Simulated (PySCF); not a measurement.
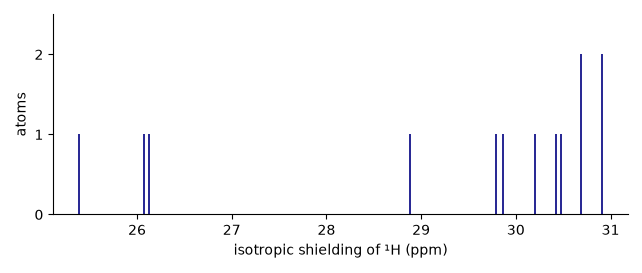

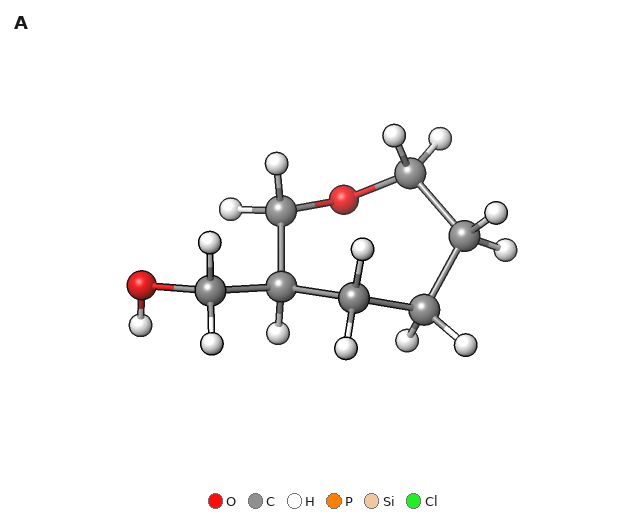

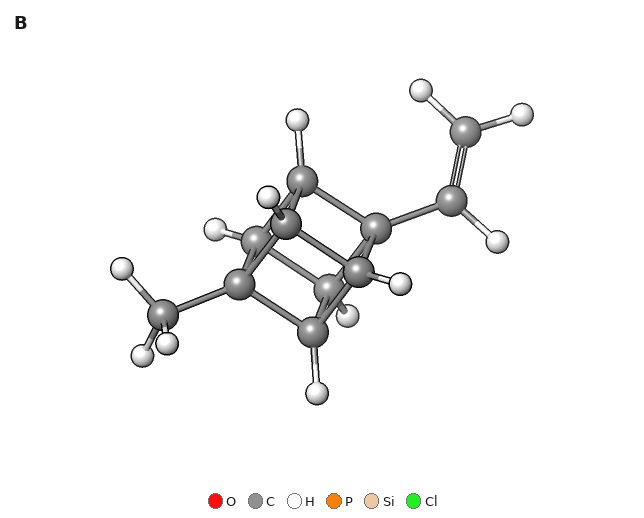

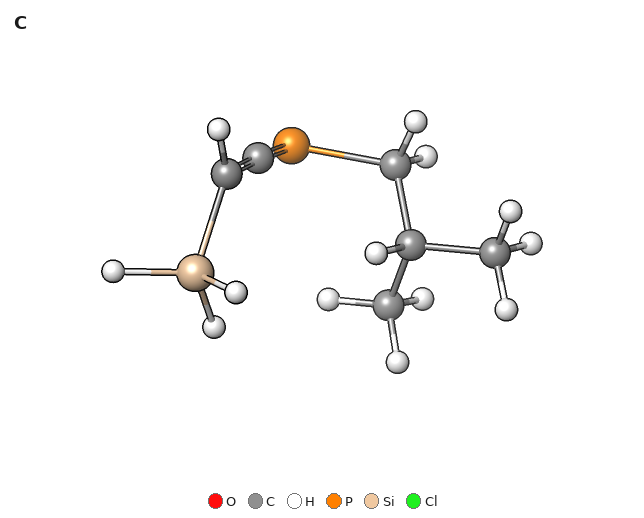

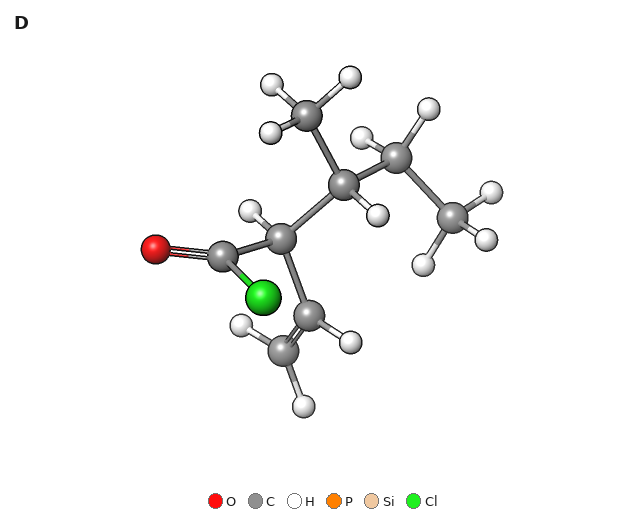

The sticks are computed shieldings of one of the molecules, for one fixed geometry (GFN2-xTB) without averaging over rotations. Low shielding means a high chemical shift. Method: GIAO PBE0/pcSseg-1 NMR shielding, non-relativistic, gas phase (PySCF 2.14.0).

**Match the spectrum to a structure.**

D, `C=C[C@@H](C(=O)Cl)[C@H](C)CC`. Its 13 H atoms give lines at 25.39, 26.07, 26.12, 28.88, 29.79, 29.86, 30.20, 30.43, 30.48, 30.69 (2 atoms), 30.91 (2 atoms) ppm.

The geometry is semi-empirical. Around P, Si such bond lengths and angles can be off by a tenth of an ångström or more and by several degrees, and values that hang on the shape move with them.
